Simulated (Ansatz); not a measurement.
# Fe wire along [111], 13 atoms a period: bands along the axis, part 2 of 2

Wanted: the relaxed geometry and the bands of the Fe wire along [111], 13 atoms a period.

Ansatz 0.2.0; DFT PBE, plane waves, PAW; relaxation of a wire's period; PAW set soft_1 (the session's first sound run).

So far: The structure; Relaxing the period.

### 2. Relaxing the period (continued)

Site moment by atom:

```csv
atom,site moment (μB)
Fe1,2.77
Fe2,2.56
Fe3,2.77
Fe4,2.77
Fe5,2.42
Fe6,2.42
Fe7,2.42
Fe8,2.42
Fe9,2.42
Fe10,2.42
Fe11,2.77
Fe12,2.77
Fe13,2.77
```

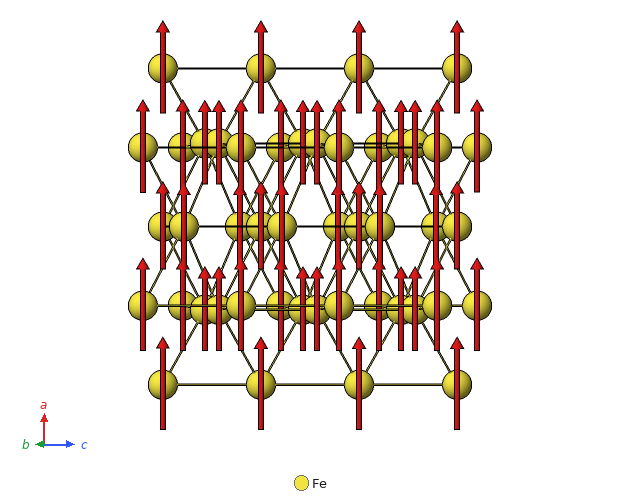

Site moment as arrows, the longest 2.77 μB. Up and down stand for the sign. Arrows give size and sign along the axis of quantisation, drawn up and down the page. 1×1×3 cells are drawn. Some periodic images of atoms are drawn too.

The cell's length comes to 2.436 Å with an absolute moment of 36.63 μB a cell.

### 3. The perfect wire

This step: DFT PBE, plane waves, PAW; bands of a perfect wire; PAW set soft_1 (Ansatz 0.2.0).

At the relaxed period the bands are computed along the axis; those that cross an energy going forward count the channels that a perfect wire would open there.

Contents of input.yaml:

```yaml
crystal:
  lattice:
    - [14.804, 0.0, 0.0]
    - [0.0, 13.732, 0.0]
    - [0.0, 0.0, 2.4360015604]
  atoms:
    - { symbol: Fe, position: [0.36873893, 0.254794442, 0.000688568], spin: 2.77 }
    - { symbol: Fe, position: [0.500015157, 0.5, 0.0], spin: 2.56 }
    - { symbol: Fe, position: [0.631291384, 0.254794442, 0.000688568], spin: 2.77 }
    - { symbol: Fe, position: [0.762512929, 0.5, 0.0], spin: 2.77 }
    - { symbol: Fe, position: [0.361959347, 0.414024271, 0.356983426], spin: 2.42 }
    - { symbol: Fe, position: [0.500015157, 0.671870644, 0.356082437], spin: 2.42 }
    - { symbol: Fe, position: [0.638070967, 0.414024271, 0.356983426], spin: 2.42 }
    - { symbol: Fe, position: [0.361959347, 0.585975729, 0.643016574], spin: 2.42 }
    - { symbol: Fe, position: [0.500015157, 0.328129356, 0.643917563], spin: 2.42 }
    - { symbol: Fe, position: [0.638070967, 0.585975729, 0.643016574], spin: 2.42 }
    - { symbol: Fe, position: [0.237517384, 0.5, 0.0], spin: 2.77 }
    - { symbol: Fe, position: [0.36873893, 0.745205558, 0.999311432], spin: 2.77 }
    - { symbol: Fe, position: [0.631291384, 0.745205558, 0.999311432], spin: 2.77 }
magnetization:
  spin_polarized: true
kpoints:
  mp_grid: { grid: [1, 1, 33] }
  band_path: { path: ["Γ", Z], npoints: 90 }
scf:
  occupations: { method: fermi_dirac, width: 0.05 }
hamiltonian:
  xc: pbe
  pseudopotentials: { kind: paw, azcp: { folder: soft_1 } }
output:
  dos: { e_range: [-5, 4] }
  write_potential: true
  write_density: true
  volumetric_format: npy
```

Launch:

```sh
> ansatz run input.yaml --threads 4 --pin off --max-ram 16384MiB --backend cpu --events-out ev --progress --plain --runs-dir out
```

Numbers of over 12 decimals in the logs are rounded to 6 here.

What it wrote:

```text
[...]
Crystal: 13 atoms, lattice volume = 495.211 Å³
Basis set: ecut = 420 eV, 9577 PW (Γ)
Bands: 146, of which v1, the nominal top of the filled ones, is band 104 counted from 1 (103 counted from 0)
Symmetry: 4 space group operations
[...]
k-points: 17 of 33
[...]
Starting moments: Σ|m| = 33.7 μB on 13 of 13 sites
[...]
SCF iter   1: F=—  HF=-58230.816585 eV  |F-HF|=—  |Δ(HF+E_count)|=         —  Δρ=4.35e-2 (↑2.38e-2 ↓4.35e-2)  dr2=5.01e1  dr2_m=3.86e0  M=34.835 μB ∫|m|=35.218 μB  β_m=0.30  ethr=3.10e-3  ⟨swp⟩=8.1  Hψ=23226  notcnv=0  defer=310
[...]
SCF iter  15: F=-58234.135344 eV  HF=-58234.135344 eV  |F-HF|=2.02e-8  |Δ(HF+E_count)|=   1.16e-9  Δρ=1.18e-6 (↑7.64e-7 ↓1.18e-6)  dr2=2.06e-8  dr2_m=6.91e-10  M=35.192 μB ∫|m|=36.622 μB  ethr=4.42e-11  ⟨swp⟩=12.7  Hψ=22770  notcnv=0
SCF 1 converged in 15 iterations: F = -58234.135344 eV  dr2 = 2.06e-8
[...]
WARN: The output density's exchange-correlation potential varies sharply where the density is thin. Do not read a vacuum level from v_tot or v_xc, or from such a field of the output density. On a cell that repeats whose density bears no net charge and no dipole along the vacuum's axis use v_es (v_loc + v_h of the components); under efield.dipole_correction with no amplitude use v_es + v_field, which holds any externa [...]
NSCF: frozen V_eff on 91 k-points
SCF converged after 15 iterations
Magnetization: 35.1918 μB (121.5959 up, 86.4041 down)
Absolute magnetization: 36.6269 μB (∫|ρ↑−ρ↓|, with the PAW one-centre terms)
[...]
Per-site moments (μB) at R_I (Å): [(2.773066, 0.971292), (2.557603, 1.004850643665), (2.773066, 0.971292), (2.772813, 0.971254), (2.417826, 0.971254), (2.418145, 0.971462), (2.417826, 0.971254), (2.417826, 0.971254), (2.418145, 0.971462), (2.417826, 0.971254), (2.772813, 0.971254), (2.773066, 0.971292), (2.773066, 0.971292)]
Free energy (F): -58234.135344 eV
[...]
Internal energy: -58234.056431 eV  (E = F + TS)
E sigma→0 (E₀):  -58234.095887 eV
Entropy (-TS):   -0.078913 eV (-6.070 meV/atom)
Fermi energy:    2.911555 eV
[...]
--- Band table (eV; the first three rows and the last of 34) ---
  k-point 0 ↑: bands = [... 100 lower, 1.5490, 1.6572, 1.6618, 1.6621, 1.6800, 1.6832, 1.6909, 1.7169, ... 38 higher]
  k-point 1 ↑: bands = [... 100 lower, 1.5900, 1.6414, 1.6446, 1.6452, 1.6839, 1.6861, 1.6940, 1.7180, ... 38 higher]
  k-point 2 ↑: bands = [... 100 lower, 1.6017, 1.6020, 1.6227, 1.6335, 1.6757, 1.6835, 1.7332, 1.7345, ... 38 higher]
  k-point 16 ↓: bands = [... 100 lower, 4.4413, 4.4420, 4.5416, 4.6454, 4.6455, 4.8262, 4.8297, 4.8299, ... 38 higher]
```

It took 4.9 min on 4 threads of Arm Neoverse V1, shared host; peak memory 5.7 GiB.

In the SCF lines HF is the Harris–Foulkes energy and dr2 the Hartree energy of the density residual, in eV; the loop may stop once dr2 is under the threshold and the program's other checks hold. Hψ counts applications of the Hamiltonian.

Numbers from this step:

* energy at zero smearing: -58234.0959 eV
* band gap: 0 eV

Between Γ and Z the bands cross the Fermi level 18 times, so a perfect wire would conduct at least 9 G₀, with an absolute moment of 36.63 μB a cell.

### 4. What came out

```yaml
cell_length_pbe: 2.436 Å
absolute_moment_pbe: 36.6 μB
ballistic_conductance_by_band_crossings_a_lower_bound_pbe: 9 G₀
```

In words: Under PBE the cell's length is 2.44 Å, the absolute moment is 36.63 μB a cell, and the bands cross the Fermi level 18 times between Γ and Z, which gives a perfect wire at least 9 G₀ (opposite crossings within one step of the path cancel in such a count). In the perfect wire the moments were started parallel, and no opposed start was run. No search over magnetic orders was made; another may lie lower.

[Logs are printed without paths, hosts, clocks, repeated set-up lines and the standing remarks that a program may print on its own settings, such as how far it seeks lower states.]

[Hosts, paths, dates, database ids (printed as entryN), source tags and the programs' standing remarks are cut or masked in the printed files.]
